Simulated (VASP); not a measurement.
Band structure of VS$_{2}$ (space group P-3m1). These are LDA (Ceperley-Alder, Perdew-Zunger) with spin-orbit coupling, VASP's LDA PAW potentials (set 64) (plane waves; VASP) values and carry that method's errors.

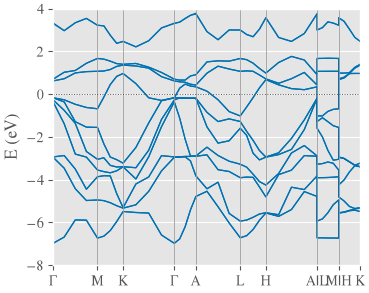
*Bands along high-symmetry lines, zero at the valence-band maximum or, without a gap, the Fermi level*

**Question.** Read the plot: is there a gap, and where are the band edges?

**Answer.** It has no gap at this level: it comes out as a metal or semimetal.

The structure comes from a computed database's VS2 entry (P-3m1); how it stands against other phases isn't given here. It was relaxed first, which changed the volume by -16 %.
